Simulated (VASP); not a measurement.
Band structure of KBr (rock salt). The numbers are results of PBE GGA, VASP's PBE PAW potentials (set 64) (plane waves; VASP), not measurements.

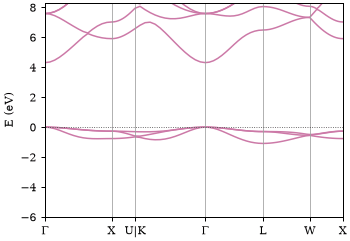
Bands along high-symmetry lines, zero at the valence-band maximum or, without a gap, the Fermi level

Problem. Read the plot: is there a gap, and where are the band edges?

Solution. The gap is direct, 4.31 eV, from the valence maximum at Γ to the conduction minimum at Γ. (Edges off the drawn lines would not show.)

Measured: gap 7.40 eV (computed value off by -3.09 eV), as given by Aguado et al., (1998), arXiv:cond-mat/9809176.

The compound is KBr in the rock salt structure. It was relaxed first.
